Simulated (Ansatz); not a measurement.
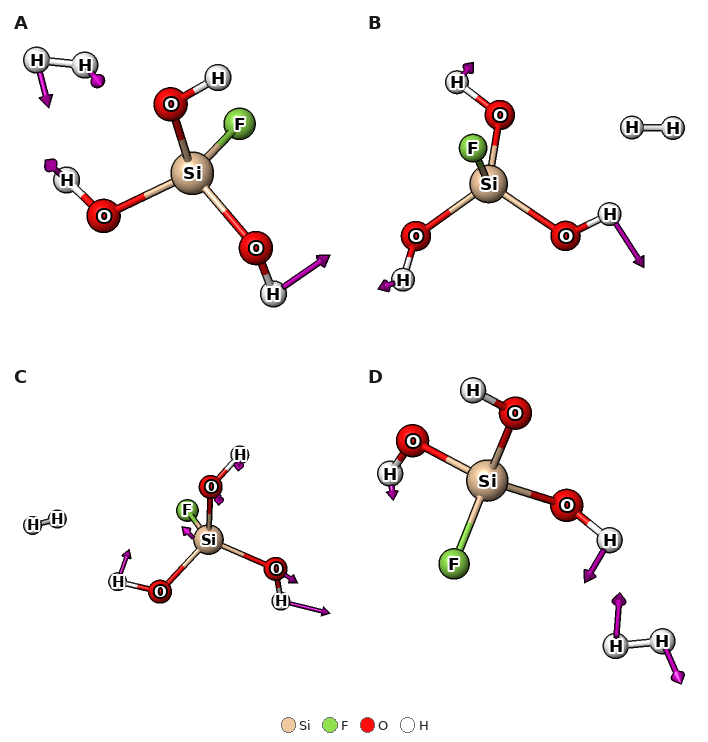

4 normal modes of one molecule or complex, as arrows. Harmonic vibrations computed with RKS PBE0-D4/def2-TZVP (Ansatz 0.2.0) at a stationary point of the same level.

**Match the panels to the wavenumbers 173 cm⁻¹, 355 cm⁻¹, 840 cm⁻¹, 1021 cm⁻¹.**

A: 173 cm⁻¹
B: 840 cm⁻¹, H–O–Si bending
C: 1021 cm⁻¹
D: 355 cm⁻¹
